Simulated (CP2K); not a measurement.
# CH2BF3O (SMILES OC(F)B(F)F): GFN2-xTB

What is the vertical ionisation energy of CH2BF3O at GFN2-xTB? 

The calculation is run with CP2K 2026.2.

2 further runs of the same task are left out: 2 set aside as unsound or not needed.

## 1. The structure to begin with

CH2BF3O: 8 atoms, total charge 0, spin state singlet. SMILES: `OC(F)B(F)F`. The coordinates come from a PBE0-D4/def2-TZVP relaxation. This is one conformer, not always the lowest.

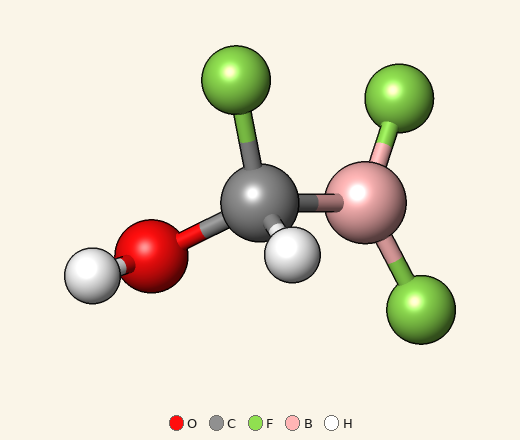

Viewed from a chosen angle; oxygen red, carbon grey, fluorine green, boron pink, hydrogen white.

## 2. The energy at GFN2-xTB

The input, mol.inp:

```
&GLOBAL
 PROJECT mol
 RUN_TYPE ENERGY
 PRINT_LEVEL MEDIUM
&END GLOBAL

&FORCE_EVAL
 METHOD QS
 &DFT
  &QS
   METHOD XTB
   EPS_DEFAULT 1.0E-10
   &XTB
    GFN_TYPE TBLITE
    &TBLITE
     METHOD GFN2
    &END TBLITE
    CHECK_ATOMIC_CHARGES F
   &END XTB
  &END QS
  &POISSON
   PERIODIC NONE
   POISSON_SOLVER ANALYTIC
  &END POISSON
  &SCF
   SCF_GUESS ATOMIC
   EPS_SCF 1.0E-07
   MAX_SCF 150
   ADDED_MOS 8
   &DIAGONALIZATION
    ALGORITHM STANDARD
   &END DIAGONALIZATION
   &MIXING
    METHOD DIRECT_P_MIXING
    ALPHA 0.4
   &END MIXING
   &SMEAR ON
    METHOD FERMI_DIRAC
    ELECTRONIC_TEMPERATURE [K] 300
   &END SMEAR
  &END SCF
  &PRINT
   &MOMENTS
    PERIODIC F
    REFERENCE COM
    MAX_MOMENT 1
   &END MOMENTS
   &MO ON
    ENERGIES T
    OCCUPATION_NUMBERS T
    NDIGITS 6
    &EACH
     QS_SCF 0
    &END EACH
    ADD_LAST NUMERIC
   &END MO
   &HIRSHFELD OFF
   &END HIRSHFELD
  &END PRINT
 &END DFT
 &SUBSYS
  &CELL
   ABC 10.4 11.9 10.7
   PERIODIC NONE
  &END CELL
  &COORD
   O      5.039000     4.693500     6.020850
   C      5.682800     5.853300     5.641050
   F      6.403000     6.380200     6.701350
   B      4.562800     6.883400     5.162450
   F      3.978300     6.706500     3.998650
   F      4.213300     7.915700     5.887650
   H      5.681700     3.984300     6.121050
   H      6.421700     5.665200     4.848450
  &END COORD
 &END SUBSYS
&END FORCE_EVAL
```

The run is started by

```
$ OMP_NUM_THREADS=1 cp2k.psmp mol.inp > mol.out
```

The program printed:

```text
CP2K| version string:                                       CP2K version 2026.2
[...]
 GLOBAL| Method name                                                        CP2K
[...]
 GLOBAL| Run type                                                         ENERGY
[...]
                             - Atoms:                                          8
[...]
                             - Spherical basis functions:                     26
[...]
 Number of electrons:                                                         36
[...]
  *** SCF run converged in    17 steps ***
[...]
  Fermi energy:                                                -0.30714058043165
[...]
 TB_DIPOLE| Moment [Debye]          0.98328753      -1.61253205      -1.20649760
 TB_DIPOLE| Derivative [a.u.]       0.00000000       0.00000000       0.00000000
[...]
 ENERGY| Total FORCE_EVAL ( QS ) energy [hartree]            -22.734460836907488
[...]
```

Run time: 0.22 s. Hardware: 1 thread of Arm Neoverse V2, shared host.

## 3. The doublet cation at the same level

The input, molecule.inp:

```
&GLOBAL
 PROJECT_NAME molecule
 RUN_TYPE ENERGY
 PRINT_LEVEL MEDIUM
&END

&FORCE_EVAL
 METHOD Quickstep
 &DFT
  CHARGE 1
  MULTIPLICITY 2
  SPIN_POLARIZED T
  &QS
   METHOD XTB
   EPS_DEFAULT 1.0E-10
   &XTB
    GFN_TYPE TBLITE
    &TBLITE
     METHOD GFN2
    &END
    CHECK_ATOMIC_CHARGES F
   &END
  &END
  &POISSON
   PERIODIC NONE
   POISSON_SOLVER ANALYTIC
  &END
  &SCF
   SCF_GUESS ATOMIC
   EPS_SCF 1.0E-07
   MAX_SCF 150
   ADDED_MOS 8
   &DIAGONALIZATION
    ALGORITHM STANDARD
   &END
   &MIXING
    METHOD DIRECT_P_MIXING
    ALPHA 0.4
   &END
   &SMEAR ON
    METHOD FERMI_DIRAC
    ELECTRONIC_TEMPERATURE [K] 300
    FIXED_MAGNETIC_MOMENT 1.0
   &END
  &END
  &PRINT
   &MOMENTS
    PERIODIC F
    REFERENCE COM
    MAX_MOMENT 1
   &END
   &MO ON
    ENERGIES T
    OCCUPATION_NUMBERS T
    NDIGITS 6
    &EACH
     QS_SCF 0
    &END
    ADD_LAST NUMERIC
   &END
   &HIRSHFELD OFF
   &END
  &END
 &END
 &SUBSYS
  &CELL
   ABC 10.4 11.9 10.7
   PERIODIC NONE
  &END
  &COORD
   O      5.039000     4.693500     6.020850
   C      5.682800     5.853300     5.641050
   F      6.403000     6.380200     6.701350
   B      4.562800     6.883400     5.162450
   F      3.978300     6.706500     3.998650
   F      4.213300     7.915700     5.887650
   H      5.681700     3.984300     6.121050
   H      6.421700     5.665200     4.848450
  &END
 &END
&END
```

The run is started by

```
$ OMP_NUM_THREADS=1 cp2k.psmp -i molecule.inp > molecule.out 2>&1
```

The program printed:

```text
CP2K| version string:                                       CP2K version 2026.2
[...]
 GLOBAL| Method name                                                        CP2K
[...]
 GLOBAL| Run type                                                         ENERGY
[...]
                             - Atoms:                                          8
[...]
                             - Spherical basis functions:                     26
[...]
 Number of electrons:                                                         18
[...]
  *** SCF run converged in    21 steps ***
[...]
  Fermi energy:                                                -0.64265645038228
[...]
 TB_DIPOLE| Moment [Debye]          2.84586085      -3.36933036      -1.15903521
 TB_DIPOLE| Derivative [a.u.]       0.00000000       0.00000000       0.00000000
[...]
 ENERGY| Total FORCE_EVAL ( QS ) energy [hartree]            -22.146522998097318
[...]
```

It took 0.24 s on 1 thread of Arm Neoverse V2, shared host.

## 4. Summary of results

At GFN2-xTB:

| quantity | value |
| --- | --- |
| singlet CH2BF3O: total energy | -22.73446 Eh |
| singlet CH2BF3O: dipole moment (from atomic charges alone) | 2.24 D |
| singlet CH2BF3O: HOMO energy | -12.48 eV |
| singlet CH2BF3O: LUMO energy | -7.48 eV |
| singlet CH2BF3O: HOMO–LUMO gap | 5.00 eV |
| singlet CH2BF3O: dispersion energy | -8.42 kJ/mol |
| doublet cation: total energy | -22.14652 Eh |
| doublet cation: HOMO energy (highest over α and β) | -19.74 eV |
| doublet cation: LUMO energy (lowest over α and β) | -19.48 eV |
| doublet cation: dispersion energy | -7.14 kJ/mol |
| vertical ionisation energy (to the doublet cation) | 15.999 eV |

**Reading.** The vertical ionisation energy comes to 16.00 eV (1544 kJ/mol). No empirical shift is applied, and without it xTB methods put this difference several eV too high. The dipole (singlet CH2BF3O) comes from point charges on the atoms alone, without atomic dipoles, so it is partial.
